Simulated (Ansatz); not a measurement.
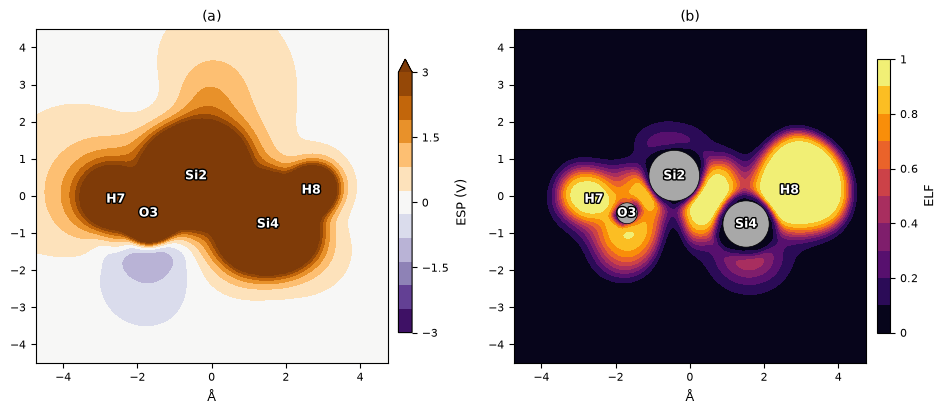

ClH5O2Si2 (SMILES O[Si](O)([SiH3])Cl). (a) electrostatic potential; (b) electron localisation function on the plane of atoms O3, Si2 and Si4. Grey discs cover the atomic cores in the ELF map.

Geometry: PBE0-D4/def2-TZVP.

The calculation used Ansatz 0.2.0, RKS PBE0-D4/def2-TZVPP.

Input

```
crystal:
  periodic: [false, false, false]
  atoms:
    - {symbol: O, position_ang: [-0.307947, 1.682529, -0.924267]}
    - {symbol: Si, position_ang: [0.278949, 0.191615, -0.583814]}
    - {symbol: O, position_ang: [1.893836, 0.298398, -0.417631]}
    - {symbol: Si, position_ang: [-0.569033, -0.770330, 1.363200]}
    - {symbol: Cl, position_ang: [-0.227122, -1.023159, -2.186058]}
    - {symbol: H, position_ang: [-1.090866, 1.736113, -1.475027]}
    - {symbol: H, position_ang: [2.392123, 0.762478, -1.094503]}
    - {symbol: H, position_ang: [-2.047279, -0.869020, 1.234214]}
    - {symbol: H, position_ang: [-0.237872, 0.071354, 2.542471]}
    - {symbol: H, position_ang: [-0.001789, -2.130978, 1.544415]}
basis:
  gaussian: {orbitals: def2-TZVPP}
hamiltonian: {xc: pbe0, dispersion: d4}
output: {orbitals: {seedname: orbitals}}
```

Run with:

```sh
ansatz run in.yaml --threads 4 --pin off --events-out ev --progress --plain --max-ram 10444MiB
```

What does the map show?

Answer.
- The section cuts through Si, O and H sites.
- Si–O (1.63 Å): the ELF peaks at about 0.90 between the atoms (a polar covalent bond).
- Si–Si (2.33 Å): the ELF peaks at about 1 between the atoms (a shared electron pair).
- O–H (0.96 Å): the ELF climbs to about 1 towards the hydrogen, as it does in any bond to H: a covalent bond by its length.
- Si–H (1.49 Å): the ELF climbs to about 1 towards the hydrogen.
- The ELF also peaks beside O3, away from the bonds: lone-pair regions.
- Outside the dense part of the molecule the potential is most negative (−1.3 V) near O3.
